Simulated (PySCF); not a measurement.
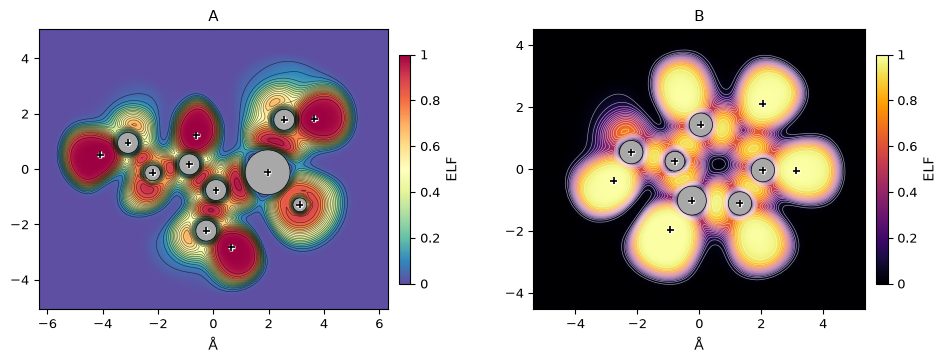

The ELF of 2 systems, each on a plane through atoms (crosses mark nuclei in the plane; grey discs cover the cores).

Level of theory: PySCF, PBE0/def2-SVPD, SCF density, gas phase.

System 1: C$_{5}$H$_{10}$BN (SMILES CN1BC=CCC1), the plane of atoms C1, N2 and B3. Geometry: GFN2-xTB.

```
atom    x (Å)    y (Å)    z (Å)
   C   2.2228   0.4056  -0.1012
   N   0.7830   0.3366  -0.0899
   B  -0.0657   1.4306  -0.0958
   C  -1.5927   1.1291  -0.1654
   C  -2.0380  -0.0935   0.1088
   C  -1.0818  -1.1912   0.4770
   C   0.2671  -1.0171  -0.2189
   H   2.6265  -0.0329  -1.0205
   H   2.5381   1.4442  -0.0412
   H   2.6462  -0.1408   0.7486
   H   0.3762   2.5154  -0.0381
   H  -2.3129   1.9023  -0.4022
   H  -3.0913  -0.3489   0.1257
   H  -1.4938  -2.1674   0.2137
   H  -0.9378  -1.1767   1.5637
   H   0.9870  -1.7212   0.2127
   H   0.1600  -1.2618  -1.2869
```

System 2: C$_{5}$H$_{10}$AlFO (SMILES CO/C=[C](\C)[Al]([CH3])[F]), the plane of atoms Al6, C7 and H18. Geometry: GFN2-xTB.

```yaml
atoms:
  - { symbol: C, position_ang: [2.9386, -0.5824, 0.7021] }
  - { symbol: O, position_ang: [2.0419, 0.3728, 0.1967] }
  - { symbol: C, position_ang: [0.7360, -0.0063, 0.1220] }
  - { symbol: C, position_ang: [-0.2314, 0.7978, -0.3373] }
  - { symbol: C, position_ang: [0.0961, 2.1949, -0.8037] }
  - { symbol: Al, position_ang: [-2.0647, 0.0718, -0.3686] }
  - { symbol: C, position_ang: [-2.6296, -1.7447, 0.2176] }
  - { symbol: F, position_ang: [-3.2350, 1.0924, -0.9434] }
  - { symbol: H, position_ang: [3.9235, -0.1180, 0.6909] }
  - { symbol: H, position_ang: [2.6841, -0.8666, 1.7292] }
  - { symbol: H, position_ang: [2.9566, -1.4841, 0.0798] }
  - { symbol: H, position_ang: [0.5102, -1.0149, 0.4604] }
  - { symbol: H, position_ang: [0.8113, 2.1651, -1.6255] }
  - { symbol: H, position_ang: [0.5447, 2.7715, 0.0050] }
  - { symbol: H, position_ang: [-0.8100, 2.7000, -1.1399] }
  - { symbol: H, position_ang: [-2.1494, -2.5482, -0.3460] }
  - { symbol: H, position_ang: [-2.4218, -1.9410, 1.2722] }
  - { symbol: H, position_ang: [-3.7098, -1.8537, 0.0768] }
```

> Match each panel to its system.

Panel A is system 2, C$_{5}$H$_{10}$AlFO: the plane holds C, O, Al, F and H. C–C (1.34 Å): the ELF peaks at about 0.95 between the atoms; a short, multiple covalent bond. Panel B is system 1, C$_{5}$H$_{10}$BN: the plane holds C, N, B and H. C–C (1.33 Å): the ELF peaks at about 0.95 between the atoms; a multiple bond.
